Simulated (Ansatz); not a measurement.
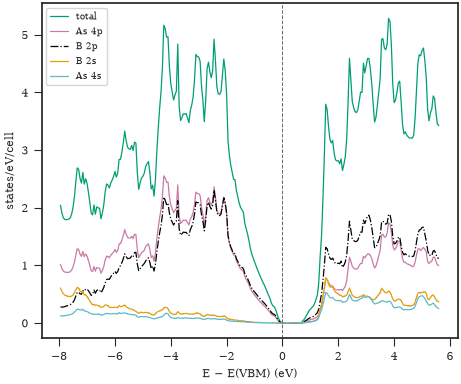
Total and projected density of states of BAs in space group P4_2/mnm (No. 136; B on 4g, As on 4f), the program Ansatz at the PBEsol level (PAW)

**Question.** Which orbitals carry the states next to the gap?

**Answer.** Top 1 eV of the valence band: B 2p 52 %, As 4p 45 %. Bottom 1 eV of the conduction band: B 2p 35 %, As 4p 21 %, B 2s 19 %, As 4s 14 %, outside the projected shells 11 %. Projections are on Löwdin-orthogonalised atomic valence shells; empty p or d shells of many metals are not among them.

**Question.** Where is the tallest occupied peak in this window, and what makes it?

**Answer.** Near -4.2 eV, about 5.2 states/eV per cell; the largest projected share is As 4p.

The start of the workflow was typed in or built on a structure type; neither database checked (COD, Materials Project) lists it. It is not the phase usual at ambient conditions (space group No. 216). Symmetry was held in the PBEsol relaxation; phonons on a q-mesh show no instability. Scalar-relativistic: spin–orbit coupling is off unless named, which matters more the heavier the elements.

Potentials: the later of the program's two PAW sets.
